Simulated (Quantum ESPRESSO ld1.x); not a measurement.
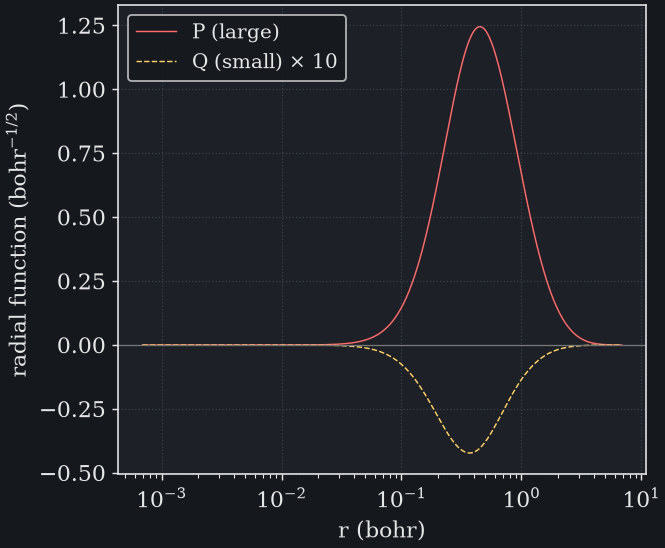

System: Z = 72.5 with 70 electrons, configuration [Xe] 4f14 5d2 (5d3/2: 2). All numbers are computed, not measured: Dirac Kohn-Sham, BLYP, spin-unpolarised, spherical densities, point nucleus (Quantum ESPRESSO ld1.x 7.5).

The plot shows the large and small radial components of the 4f7/2 spinor.

Q: Read the plot.

Answer: The spinor has κ = −4: the large component has l = 3 and 0 radial nodes, the small one has l = 4. The small component carries 0.086 % of the norm; ⟨r⟩ = 0.662 bohr and the eigenvalue is −40.7 eV.
